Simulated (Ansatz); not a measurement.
# ClGe2H6N: the cost of one run

Computed with the Python package of Ansatz 0.2.0. Level of theory: MP2/def2-TZVP.

### 1 Starting point

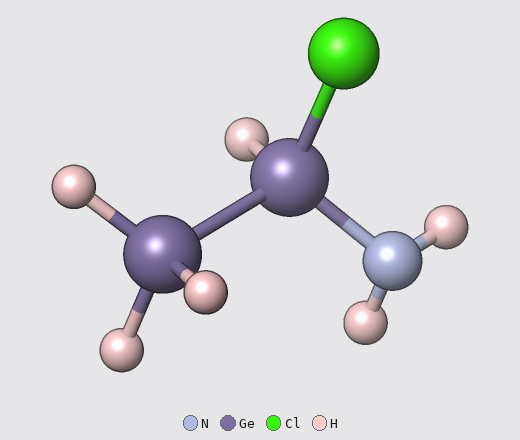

The starting structure, viewed from a chosen angle; nitrogen light blue, germanium purple, chlorine green, hydrogen pink.

The script holds or builds the structure itself.

### 2 The script

The input, tae_clge2h6n.py:

```python
from collections import Counter

import ansatz as az


def single_point(molecule, charge=0, unpaired=0):
    calc = molecule.calculation().basis(gaussian="def2-TZVP").correlation("mp2")
    if charge:
        calc = calc.charge(charge)
    if unpaired:
        calc = calc.spin("collinear", total=unpaired)
    return calc.run(threads=1).report["free_energy_ev"]

geometry_ang = [
    ("N", (-0.4199, 0.8282, -1.6374)),
    ("Ge", (0.6973, 0.2908, -0.3192)),
    ("Cl", (2.2148, -0.9355, -1.2157)),
    ("Ge", (-0.4354, -0.9783, 1.2954)),
    ("H", (0.0884, 1.474, -2.3096)),
    ("H", (-1.171, 1.5053, -1.1844)),
    ("H", (1.3732, 1.5235, 0.3775)),
    ("H", (-1.1121, -2.2001, 0.5975)),
    ("H", (-1.6166, -0.0918, 1.9681)),
    ("H", (0.4644, -1.4673, 2.4307)),
]
molecule = az.Crystal.molecule()
for symbol, xyz in geometry_ang:
    molecule = molecule.atom(symbol, xyz)

unpaired = {"N": 3, "Ge": 2, "Cl": 1, "H": 1}
counts = Counter(site.symbol for site in molecule.cartesian_sites)
atom_energy = {s: single_point(az.Crystal.molecule().atom(s, (0, 0, 0)), 0, unpaired[s]) for s in counts}
whole = single_point(molecule, 0, 0)
for s, e in atom_energy.items():
    print(f"{s:2s} x{counts[s]}  {e:14.5f} eV")
print(f"ClGe2H6N: {whole:.5f} eV")
split = sum(counts[s] * e for s, e in atom_energy.items()) - whole
print(f"atomisation energy (no zero-point term): {split:.3f} eV, {split / sum(counts.values()):.3f} eV an atom")
```

### 3 What the engine is handed

The package turns the script's settings into the engine's input (first run):

```yaml
crystal:
  periodic: [false, false, false]
  atoms:
    - { symbol: "N", position_ang: [0.0, 0.0, 0.0] }
basis:
  gaussian:
    orbitals: def2-TZVP
magnetization:
  spin_polarized: true
  initial_magnetization: 3.0
correlation:
  method: mp2
```

### 4 The run

Run with:

```sh
$ python tae_clge2h6n.py
```

Q: Estimate wall time and peak memory on 1 thread of Intel Xeon Platinum 8259CL at 2.50GHz (Skylake/Cascade Lake), shared host.

About 15 s, with a peak of 0.54 GiB.
